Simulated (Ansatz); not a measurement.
## MgV2: relaxing a made-up structure

This structure for MgV2 is made up. Its elements were placed in a known structure type with a cell scaled to their sizes. What cell does the guess relax to, and how far off was it?

Calculated with Ansatz 0.2.0; DFT, PBEsol, plane-wave PAW, files of the set soft_1, scalar-relativistic, ferromagnetic start, cell and ions relaxed at zero pressure; PAW set soft_1, in the first sound run; inputs show where later runs differ.

### Step 1. Set-up

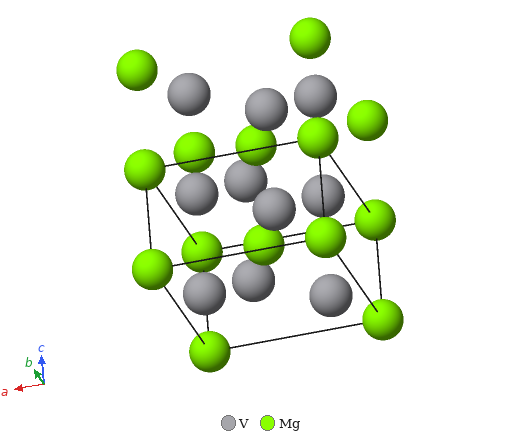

Start, viewed from a free direction; vanadium grey, magnesium green. 1×1×2 cells are drawn. Some periodic images of atoms are drawn too.

### Step 2. Relaxing cell and atoms

The guessed cell has no reason to be at equilibrium. It is relaxed with the atoms, within the space group of the guess.

input.yaml reads:

```yaml
crystal:
  lattice:
    - [5.26, 0.0, 0.0]
    - [0.0, 6.129, 0.0]
    - [0.0, 0.0, 3.217]
  atoms:
    - { symbol: V, position: [0.8201, 0.6363, 0.0], spin: 2.0 }
    - { symbol: V, position: [0.1799, 0.3637, 0.0], spin: 2.0 }
    - { symbol: V, position: [0.3201, 0.8637, 0.5], spin: 2.0 }
    - { symbol: V, position: [0.6799, 0.1363, 0.5], spin: 2.0 }
    - { symbol: Mg, position: [0.0, 0.0, 0.0] }
    - { symbol: Mg, position: [0.5, 0.5, 0.5] }
magnetization:
  spin_polarized: true
kpoints:
  mp_grid: { grid: [5, 5, 8] }
scf:
  occupations: { method: fermi_dirac, width: 0.05 }
hamiltonian:
  xc: pbesol
  pseudopotentials: { kind: paw, azcp: { folder: soft_1 }, xc_functional: pbe }
relax:
  f_tol: 0.015
  max_steps: 70
  cell: {}
output:
  forces: true
  stress: true
```

The run is started by

```
$ ansatz run input.yaml --threads 4 --pin off --max-ram 10240MiB --backend cpu --events-out ev --progress --plain --runs-dir out
```

Numbers of over 12 decimals in the logs are rounded to 6 here.

What it wrote:

```text
Engine: ansatz 0.2.0, x86_64-unknown-linux-gnu
Pseudopotentials: kind: paw
Pseudopotential: V, paw, valence charge 13, recommended cutoff 420 eV (normal), soft_1/V.paw.azcp
Pseudopotential: Mg, paw, valence charge 10, recommended cutoff 420 eV (normal), soft_1/Mg.paw.azcp
Functional definition: PBEsol
  exchange = pbesol_x
  correlation = pbesol_c
Crystal: 6 atoms, lattice volume = 103.711 Å³
Basis set: ecut = 420 eV, 2027 PW (Γ), exchange–correlation on 72×90×48 points (8 copies of the dense FFT grid, shifted against one another)
Bands: 48, of which v1, the nominal top of the filled ones, is band 36 counted from 1 (35 counted from 0)
Symmetry: 8 space group operations
Space group: Pnnm (ITA 58), of the structure as read, at distance tolerance 4.7e-5 Å
Magnetic group: BNS 58.393 (UNI 491), of the structure as read, at distance tolerance 4.7e-5 Å
k-points: 45 of 200
Non-local potential: V, projectors of the file, l = 0: 3, l = 1: 2, l = 2: 3, l = 3: 1
Non-local potential: Mg, projectors of the file, l = 0: 3, l = 1: 2, l = 2: 1
PAW form: soft (Blöchl's): semilocal exchange-correlation on the pseudo side does not see the compensation charge
PAW frozen core: V, regenerated for the run's functional, and the local potential with it (the file was generated under x = pbe(κ = 0.804, μ = 0.219515), c = pbe(β = 0.066725))
PAW frozen core: Mg, regenerated for the run's functional, and the local potential with it (the file was generated under x = pbe(κ = 0.804, μ = 0.219515), c = pbe(β = 0.066725))
PAW one-centre angular grid: V, 590 points (default); XC on 64 Gauss nodes
PAW one-centre angular grid: Mg, 110 points (default); XC on 64 Gauss nodes
Initial density: superposition of atomic densities (chi_scale 0.1, normalization cell)
Starting moments: Σ|m| = 8 μB on 4 of 6 sites
Initial wavefunctions: pseudopotential atomic-orbital guess
Functional: x = pbesol(κ = 0.804, μ = 0.123457), c = pbesol(β = 0.046)
iter 1 solved again at ethr=1.58e-3 eV; its pass at ethr=3.10e-3 eV (dr2=1.13e0 eV) is discarded
SCF iter   1: F=—  HF=-15353.961320 eV  |F-HF|=—  |Δ(HF+E_count)|=         —  Δρ=3.96e-2 (↑3.96e-2 ↓1.64e-2)  dr2=1.14e0  dr2_m=6.19e-1  M=6.475 μB ∫|m|=6.488 μB  β_m=0.30  ethr=1.58e-3  ⟨swp⟩=1.0  Hψ=20869  notcnv=0
Mixer restart at iter 1: flushing history
preconditioner: auto → Kerker (q_TF=auto, 2.567 Å⁻¹)  [metal: Δε(μ)=0.006 eV  Ē_g=3.559 eV  σ=0.050 eV  W_gap=0.03  n_scr=34 (ndim 8)  ℏωp=17.9 eV  f_vac=0.000  D(μ)=8.22/eV (n_scr^D=90)]
spin=Collinear: Kerker preconditioning applied to the charge; magnetization (m = ρ↑ − ρ↓) channel mixes plain (no charge-response kernel on spin).
SCF iter   2: F=—  HF=-15353.645355 eV  |F-HF|=—  |Δ(HF+E_count)|=   3.16e-1  Δρ=2.31e-2 (↑2.31e-2 ↓1.63e-2)  dr2=2.99e-1  dr2_m=3.04e-1  M=6.408 μB ∫|m|=6.427 μB  β_m=0.51  ethr=1.58e-3  ⟨swp⟩=2.0  Hψ=6260  notcnv=0
SCF iter   3: F=—  HF=-15355.083375 eV  |F-HF|=—  |Δ(HF+E_count)|=         —  Δρ=4.18e-2 (↑4.18e-2 ↓3.60e-2)  dr2=1.39e-1  dr2_m=1.41e0  M=3.581 μB ∫|m|=3.707 μB  β_m=1.00  ethr=4.15e-4  ⟨swp⟩=2.2  Hψ=6568  notcnv=0  defer=9
Mixer restart at iter 3: flushing history
SCF iter   4: F=—  HF=-15354.837229 eV  |F-HF|=—  |Δ(HF+E_count)|=   2.46e-1  Δρ=8.68e-3 (↑8.68e-3 ↓7.89e-3)  dr2=3.03e-1  dr2_m=2.14e-3  M=3.786 μB ∫|m|=3.816 μB  β_m=0.51  ethr=6.94e-5  ⟨swp⟩=2.5  Hψ=9116  notcnv=0  defer=82
SCF iter   5: F=—  HF=-15354.911364 eV  |F-HF|=—  |Δ(HF+E_count)|=   7.41e-2  Δρ=2.72e-3 (↑2.44e-3 ↓2.72e-3)  dr2=1.37e-2  dr2_m=4.51e-3  M=3.671 μB ∫|m|=3.695 μB  β_m=0.51  ethr=6.94e-5  ⟨swp⟩=2.3  Hψ=8465  notcnv=0  defer=90
SCF iter   6: F=—  HF=-15354.908699 eV  |F-HF|=—  |Δ(HF+E_count)|=   2.67e-3  Δρ=1.79e-3 (↑1.09e-3 ↓1.79e-3)  dr2=8.05e-3  dr2_m=1.17e-3  M=3.691 μB ∫|m|=3.710 μB  β_m=0.76  ethr=1.91e-5  ⟨swp⟩=2.1  Hψ=5848  notcnv=0  defer=90
SCF iter   7: F=—  HF=-15354.906960 eV  |F-HF|=—  |Δ(HF+E_count)|=   1.74e-3  Δρ=4.94e-4 (↑4.94e-4 ↓3.14e-4)  dr2=5.17e-4  dr2_m=1.61e-5  M=3.696 μB ∫|m|=3.709 μB  β_m=0.88  ethr=1.12e-5  ⟨swp⟩=2.0  Hψ=6134  notcnv=0  defer=90
SCF iter   8: F=—  HF=-15354.907444 eV  |F-HF|=—  |Δ(HF+E_count)|=   4.84e-4  Δρ=5.78e-5 (↑5.05e-5 ↓5.78e-5)  dr2=1.08e-5  dr2_m=4.84e-7  M=3.699 μB ∫|m|=3.712 μB  β_m=0.94  ethr=7.18e-7  ⟨swp⟩=2.8  Hψ=7602  notcnv=0  defer=90
SCF iter   9: F=—  HF=-15354.907447 eV  |F-HF|=—  |Δ(HF+E_count)|=   2.51e-6  Δρ=4.23e-5 (↑4.23e-5 ↓1.94e-5)  dr2=3.59e-6  dr2_m=2.36e-7  M=3.700 μB ∫|m|=3.713 μB  β_m=0.97  ethr=1.51e-8  ⟨swp⟩=2.0  Hψ=7446  notcnv=0  defer=90
SCF iter  10: F=—  HF=-15354.907447 eV  |F-HF|=—  |Δ(HF+E_count)|=   1.97e-7  Δρ=1.21e-5 (↑1.21e-5 ↓8.77e-6)  dr2=8.67e-8  dr2_m=7.22e-8  M=3.700 μB ∫|m|=3.713 μB  β_m=0.96  ethr=4.99e-9  ⟨swp⟩=2.0  Hψ=7047  notcnv=0  defer=90
SCF iter  11: F=—  HF=-15354.907447 eV  |F-HF|=—  |Δ(HF+E_count)|=   5.19e-8  Δρ=2.37e-6 (↑2.37e-6 ↓1.94e-6)  dr2=4.03e-9  dr2_m=3.17e-9  M=3.700 μB ∫|m|=3.713 μB  β_m=0.98  ethr=1.20e-10  ⟨swp⟩=2.0  Hψ=7577  notcnv=0  defer=90
SCF iter  12: F=-15354.907447 eV  HF=-15354.907447 eV  |F-HF|=1.72e-9  |Δ(HF+E_count)|=   1.73e-9  Δρ=1.20e-6 (↑1.20e-6 ↓4.70e-7)  dr2=2.37e-9  dr2_m=2.74e-10  M=3.700 μB ∫|m|=3.713 μB  ethr=5.60e-12  ⟨swp⟩=1.0  Hψ=12353  notcnv=0
SCF 1 converged in 12 iterations: F = -15354.907447 eV  dr2 = 2.37e-9
  greatest PAW one-centre occupation: 1.000 electrons in one spin orbital (limit 2), on the Mg atom at site 5 (counted from 0), in its partial waves of l = 1
relax step   1: F+E_penalty+E_count = -15354.90744657 eV  Δ(F+E_penalty+E_count) = +0.000e0 eV  max|allowed force component| = 1.292e0 eV/Å  Δτ_max = 0.0000 Å  P = -0.216 GPa  Ω = 103.711 Å³  (12 SCF iters, dr2 threshold 1.00e-7 eV, accepted)
Crystal: 6 atoms, lattice volume = 101.695 Å³
Basis set: ecut = 420 eV, 1995 PW (Γ), exchange–correlation on 72×90×48 points (8 copies of the dense FFT grid, shifted against one another)
Initial density: handed on by an earlier stage of this run
Starting moments: Σ|m| = 8 μB on 4 of 6 sites; this step starts from the density that it was given
Initial wavefunctions: those handed on with the density
iter 1 solved again at ethr=2.72e-4 eV; its pass at ethr=3.10e-3 eV (dr2=1.96e-1 eV) is discarded
SCF iter   1: F=—  HF=-15355.658137 eV  |F-HF|=—  |Δ(HF+E_count)|=         —  Δρ=2.26e-2 (↑2.26e-2 ↓2.23e-2)  dr2=1.97e-1  dr2_m=4.31e-1  M=2.597 μB ∫|m|=2.640 μB  β_m=0.30  ethr=2.72e-4  ⟨swp⟩=1.0  Hψ=18129  notcnv=0
preconditioner: auto → Kerker (q_TF=auto, 2.576 Å⁻¹)  [metal: Δε(μ)=0.002 eV  Ē_g=2.934 eV  σ=0.050 eV  W_gap=0.01  n_scr=38 (ndim 8)  ℏωp=18.0 eV  f_vac=0.000  D(μ)=10.39/eV (n_scr^D=134)]
[...]
relax step  13: F+E_penalty+E_count = -15362.38783667 eV  Δ(F+E_penalty+E_count) = -1.016e-5 eV  max|allowed force component| = 2.067e-3 eV/Å  Δτ_max = 0.0001 Å  P = +0.007 GPa  Ω = 86.282 Å³  energy of the carried Pulay correction = +6.274e-3 eV  (6 SCF iters, dr2 threshold 5.58e-8 eV, accepted)
relax step  14: F+E_penalty+E_count = -15362.61574815 eV  Δ(F+E_penalty+E_count) = -2.279e-1 eV  max|allowed force component| = 8.593e-2 eV/Å  Δτ_max = 0.0000 Å  P = +2.963 GPa  Ω = 86.282 Å³  stress off target by 8.25e0 GPa  SCF on the basis re-selected at this cell (its energy is not comparable with the rows above)  (10 SCF iters)
relax step  15: F+E_penalty+E_count = -15362.68237236 eV  Δ(F+E_penalty+E_count) = -6.662e-2 eV  max|allowed force component| = 4.835e-3 eV/Å  Δτ_max = 0.0098 Å  P = +1.291 GPa  Ω = 87.409 Å³  energy of the carried Pulay correction = -6.346e-4 eV  (8 SCF iters, dr2 threshold 6.00e-7 eV, accepted)
relax step  16: F+E_penalty+E_count = -15362.69850545 eV  Δ(F+E_penalty+E_count) = -1.613e-2 eV  max|allowed force component| = 3.640e-2 eV/Å  Δτ_max = 0.0144 Å  P = +0.335 GPa  Ω = 88.256 Å³  energy of the carried Pulay correction = -1.098e-3 eV  (7 SCF iters, dr2 threshold 6.00e-7 eV, accepted)
relax step  17: F+E_penalty+E_count = -15362.69884721 eV  Δ(F+E_penalty+E_count) = -3.418e-4 eV  max|allowed force component| = 1.214e-2 eV/Å  Δτ_max = 0.0023 Å  P = -0.057 GPa  Ω = 88.516 Å³  energy of the carried Pulay correction = -1.243e-3 eV  (7 SCF iters, dr2 threshold 6.00e-7 eV, accepted)
relax step  18: F+E_penalty+E_count = -15362.69890043 eV  Δ(F+E_penalty+E_count) = -5.323e-5 eV  max|allowed force component| = 2.735e-4 eV/Å  Δτ_max = 0.0008 Å  P = +0.002 GPa  Ω = 88.483 Å³  energy of the carried Pulay correction = -1.224e-3 eV  (6 SCF iters, dr2 threshold 3.32e-8 eV, accepted)
relax step  19: F+E_penalty+E_count = -15362.70078902 eV  Δ(F+E_penalty+E_count) = -1.889e-3 eV  max|allowed force component| = 1.893e-4 eV/Å  Δτ_max = 0.0000 Å  P = +0.019 GPa  Ω = 88.483 Å³  stress off target by 6.35e-2 GPa  SCF on the basis re-selected at this cell (its energy is not comparable with the rows above)  (9 SCF iters)
relax step  20: F+E_penalty+E_count = -15362.70078811 eV  Δ(F+E_penalty+E_count) = +9.164e-7 eV  max|allowed force component| = 6.051e-5 eV/Å  Δτ_max = 0.0003 Å  P = +0.001 GPa  Ω = 88.502 Å³  energy of the carried Pulay correction = -1.003e-5 eV  (6 SCF iters, dr2 threshold 1.01e-8 eV, accepted)
iter 1 solved again at ethr=8.27e-9 eV; its pass at ethr=3.10e-3 eV (dr2=5.95e-6 eV) is discarded
SCF iter   1: F=—  HF=-15362.700799 eV  |F-HF|=—  |Δ(HF+E_count)|=         —  Δρ=3.48e-5 (↑3.48e-5 ↓3.48e-5)  dr2=8.82e-8  dr2_m=9.59e-12  M=-0.000 μB ∫|m|=0.000 μB  β_m=0.65  ethr=8.27e-9  ⟨swp⟩=3.7  Hψ=28656  notcnv=0
preconditioner: auto → Kerker (q_TF=auto, 1.918 Å⁻¹)  [metal: Δε(μ)=0.010 eV  Ē_g=3.679 eV  σ=0.050 eV  W_gap=0.05  n_scr=10 (ndim 8)  ℏωp=19.3 eV  f_vac=0.000  D(μ)=4.27/eV (n_scr^D=28)]
spin=Collinear: Kerker preconditioning applied to the charge; magnetization (m = ρ↑ − ρ↓) channel mixes plain (no charge-response kernel on spin).
SCF iter   2: F=—  HF=-15362.700797 eV  |F-HF|=—  |Δ(HF+E_count)|=   2.23e-6  Δρ=1.24e-5 (↑1.24e-5 ↓1.24e-5)  dr2=1.11e-8  dr2_m=2.31e-12  M=-0.000 μB ∫|m|=0.000 μB  β_m=0.65  ethr=1.22e-10  ⟨swp⟩=1.8  Hψ=4924  notcnv=0
SCF iter   3: F=—  HF=-15362.700796 eV  |F-HF|=—  |Δ(HF+E_count)|=   2.27e-7  Δρ=8.31e-8 (↑8.31e-8 ↓5.49e-8)  dr2=1.29e-11  dr2_m=2.85e-13  M=-0.000 μB ∫|m|=0.000 μB  β_m=0.58  ethr=1.55e-11  ⟨swp⟩=1.4  Hψ=4435  notcnv=0
SCF iter   4: F=-15362.700796 eV  HF=-15362.700796 eV  |F-HF|=7.28e-12  |Δ(HF+E_count)|=   2.30e-8  Δρ=4.52e-8 (↑3.36e-8 ↓4.52e-8)  dr2=5.81e-12  dr2_m=1.01e-13  M=-0.000 μB ∫|m|=0.000 μB  ethr=1.00e-12  ⟨swp⟩=2.8  Hψ=15757  notcnv=0
the starting moments were not kept: the SCF closed with an absolute magnetisation of 8.6e-7 μB, where they sum to 8 μB in size (4 sites). That is at most 0.1 of that sum. Measured as dr2_m measures the in/out step, that magnetisation stands 9.0e-14 eV from none, at or under the dr2_threshold of 6.0e-11 eV: it is no larger than a step whose dr2_m would equal this threshold.
SCF 21 converged in 4 iterations: F = -15362.700796 eV  dr2 = 5.81e-12
relax step  21: F+E_penalty+E_count = -15362.70079643 eV  Δ(F+E_penalty+E_count) = -8.323e-6 eV  max|allowed force component| = 5.528e-5 eV/Å  Δτ_max = 0.0000 Å  P = +0.001 GPa  Ω = 88.502 Å³  stress off target by 4.73e-3 GPa  SCF on the basis re-selected at this cell (its energy is not comparable with the rows above)  (4 SCF iters)
basis re-selected at this cell: Δ(F+E_penalty+E_count) = -8.323e-6 eV, ΔP = +0.000 GPa vs the last step (what re-selecting the basis moved, of the pressure what is left beyond the Pulay correction that the steps carried, after the strain that the cell walked since its last selection, with what the two solves' SCF thresholds leave and, on support functions, any second-order correction that the steps lacked; it is no m [...]
SCF converged after 4 iterations
Magnetization: -0.0000 μB (36.0000 up, 36.0000 down)
Absolute magnetization: 0.0000 μB (∫|ρ↑−ρ↓|, with the PAW one-centre terms)
Spin contamination: 0.0000 ħ² per cell (⟨S²⟩ above its minimum at these occupations)
Per-site moments (μB) at R_I (Å): [(-1.4013624740174127e-7, 1.000498), (-1.4013624706417971e-7, 1.000498), (-1.4013624730120275e-7, 1.000498), (-1.4013624731992326e-7, 1.000498), (1.5731171502751557e-8, 1.000498), (1.573117137166781e-8, 1.000498)]
Free energy (F): -15362.700796 eV
Harris-Foulkes:  -15362.700796 eV  (|F-HF|=7.28e-12)
Internal energy: -15362.664583 eV  (E = F + TS)
E sigma→0 (E₀):  -15362.682690 eV
Entropy (-TS):   -0.036213 eV (-6.036 meV/atom)
Fermi energy:    13.023985 eV
--- Per-component energies (eV) ---
  E_band       = -1307.210568
  E_kinetic    = 1322.824607
  E_local      = -7411.171592  (includes V_loc(G=0)·N_el)
  E_nonlocal   = 726.289430
  E_hartree    = 2814.549020
  E_xc         = -509.537738
  E_vxc        = -648.670034  (∫ρ·V_xc dr)
  E_paw        = -4972.852388  (= ΣΔE_a)
  E_vpaw       = -925.584896  (= ΣTr[D̂ρ^β])
  E_aug_tail   = 0.003758  (compensation charges beyond the density's cutoff)
  E_ewald      = -7333.486125
  E_core_change = 0.716442  (= ΣΔE_core)
  E_smearing   = -0.036213  (= −TS)
  E_closure    = -0.000000  (closes the sum)
  Σ components = -15362.700796   (vs F -15362.700796, Δ=0.00e0)
--- Forces (eV/Å), atoms counted from 1 ---
  atom   1  V      0.00000830    -0.00005528     0.00000000
  atom   2  V     -0.00000830     0.00005528    -0.00000000
  atom   3  V      0.00000830     0.00005528    -0.00000000
  atom   4  V     -0.00000830    -0.00005528     0.00000000
  atom   5  Mg     0.00000000    -0.00000000    -0.00000000
  atom   6  Mg     0.00000000     0.00000000     0.00000000
  max |Σ_I F_I| component: 6.78e-21 eV/Å
--- Stress (GPa, compression-positive) ---
       -0.003164       0.000000      -0.000000
        0.000000       0.004728       0.000000
       -0.000000       0.000000       0.000176
  P = ⅓ Tr σ = 0.0006 GPa (0.006 kbar)
--- Relaxed structure (18 steps of the walk, 18 accepted, 3 SCFs on fresh bases) ---
  F+E_penalty+E_count = -15362.70079643 eV   max|allowed force component| = 5.528e-5 eV/Å   (the final SCF, on the basis selected at the relaxed cell)
  cell:  # Å, volume = 88.5023 Å³
    - [4.389786, 0, 0]
    - [0, 8.312262, 0]
    - [0, 0, 2.425449]
  atoms:
    - { symbol: V, position: [1.000000, 0.672187, 0] }
    - { symbol: V, position: [3.367383760833918e-7, 0.327813, 0] }
    - { symbol: V, position: [0.500000, 0.827813, 0.500000] }
    - { symbol: V, position: [0.500000, 0.172187, 0.500000] }
    - { symbol: Mg, position: [1.7037278672909692e-18, 2.830353199505312e-19, 0.0] }
    - { symbol: Mg, position: [0.5, 0.5, 0.500000] }
```

Elapsed: 1.9 min, on 4 threads of AMD EPYC 7B13 (Zen 3), shared host; peak memory 0.72 GiB.

Step by step:

```
step  energy less that of the first step (eV)  largest force component (eV/Å)  pressure (GPa)  volume (Å³)
   1                                   0.0000                          1.2925           -0.22       103.71
   2                                  -0.9081                          1.1387           -0.88       101.69
   3                                  -1.9586                          1.0751            0.15        99.76
   4                                  -3.2850                          1.3032            1.40        97.68
   5                                  -4.9086                          1.0854            1.04        95.39
   6                                  -6.1103                          0.6718           -1.99        93.64
   7                                  -6.7079                          0.6000            1.09        89.39
   8                                  -7.2396                          0.4294            2.10        86.48
   9                                  -7.4494                          0.1521            2.98        84.64
  10                                  -7.4753                          0.0512           -1.23        86.89
  11                                  -7.4802                          0.0198            0.17        86.21
  12                                  -7.4804                          0.0022            0.05        86.25
  13                                  -7.4804                          0.0021            0.01        86.28
 14*                                  -7.7083                          0.0859            2.96        86.28
  15                                  -7.7749                          0.0048            1.29        87.41
  16                                  -7.7911                          0.0364            0.34        88.26
  17                                  -7.7914                          0.0121           -0.06        88.52
  18                                  -7.7915                          0.0003            0.00        88.48
 19*                                  -7.7933                          0.0002            0.02        88.48
  20                                  -7.7933                          0.0001            0.00        88.50
 21*                                  -7.7933                          0.0001            0.00        88.50
```

Relaxation steps marked * repeat the geometry before them on a plane-wave basis chosen anew for their cell, so energy and pressure can jump there.

The run keeps the 8 symmetry operations that it works with, so distortions that break them were not tested.

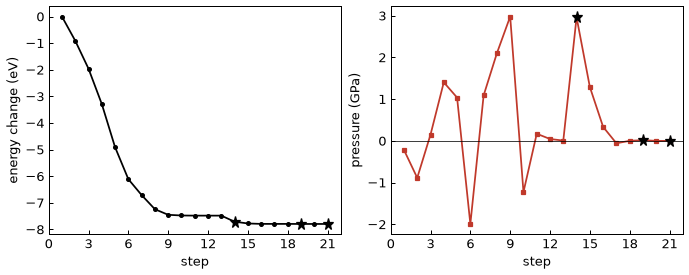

Energy and pressure along the relaxation. Stars mark steps on a basis chosen anew.

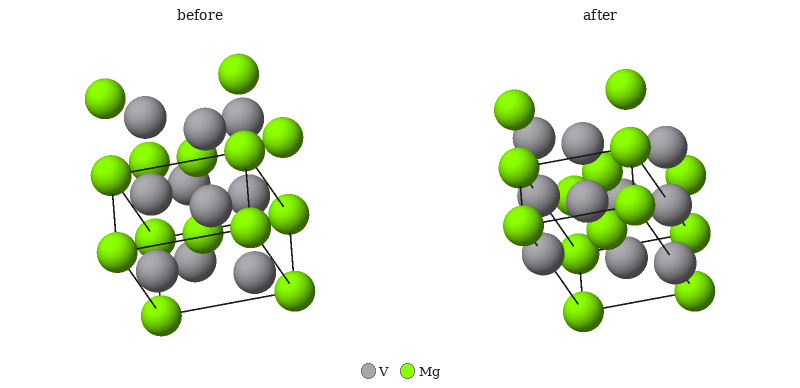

Before and after, at one scale.

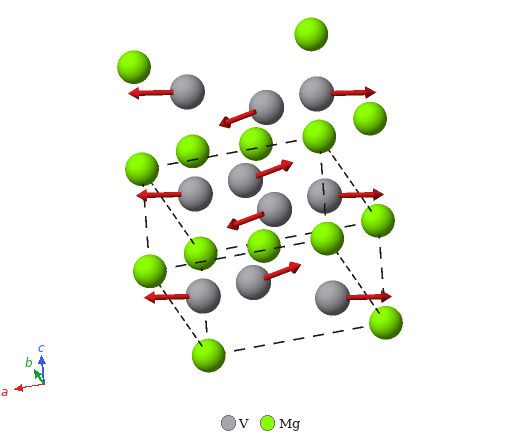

Displacements in the relaxation, exaggerated, measured against the changing cell; the longest in the cell stands for 0.84 Å. 1×1×2 cells are drawn. Some periodic images of atoms are drawn too.

```
     cell as run  before  after   change
           a (Å)   5.260  4.390  -16.5 %
           b (Å)   6.129  8.312  +35.6 %
           c (Å)   3.217  2.425  -24.6 %
volume (Å³/atom)   17.29  14.75  -14.7 %
```

The atoms that moved most (Å, as changes of fractional coordinates times the final cell):

```
atom      dx      dy     dz  length
  V1   0.790   0.298  0.000   0.844
  V2  -0.790  -0.298  0.000   0.844
  V4  -0.790   0.298  0.000   0.844
  V3   0.790  -0.298  0.000   0.844
```

The relaxed structure:

```xyz
6
Lattice="4.3898 0.0000 0.0000 0.0000 8.3123 0.0000 0.0000 0.0000 2.4254" Properties=species:S:1:pos:R:3 pbc="T T T"
V     4.3898    5.5874    0.0000
V     0.0000    2.7249    0.0000
V     2.1949    6.8810    1.2127
V     2.1949    1.4313    1.2127
Mg    0.0000    0.0000    0.0000
Mg    2.1949    4.1561    1.2127
```

This step gave:

```
free energy             : -15362.7008 eV
energy at zero smearing : -15362.6827 eV
smearing term TS        : 0.03621 eV
Fermi energy            : 13.02 eV
electrons               : 72
symmetry operations     : 8
pressure                : 5.80e-4 GPa
```

Shortest distances by pair of elements, guess and relaxed (not always the same contact):

```
 pair  guess (Å)  relaxed (Å)
  V–V      2.525        2.425
Mg–Mg      3.217        2.425
 Mg–V      2.422        2.725
```

The relaxation ends with a largest force component of 5.5e-5 eV/Å and a pressure of 0.00 GPa. No moment survives the cycle: this start ends non-magnetic.

(Continued in part 2 of 2.)

[Logs are printed without paths, hosts, clocks, repeated set-up lines and the standing remarks that a program may print on its own settings, such as how far it seeks lower states.]

[Hosts, paths, dates, database ids (printed as entryN), source tags and the programs' standing remarks are cut or masked in the printed files.]
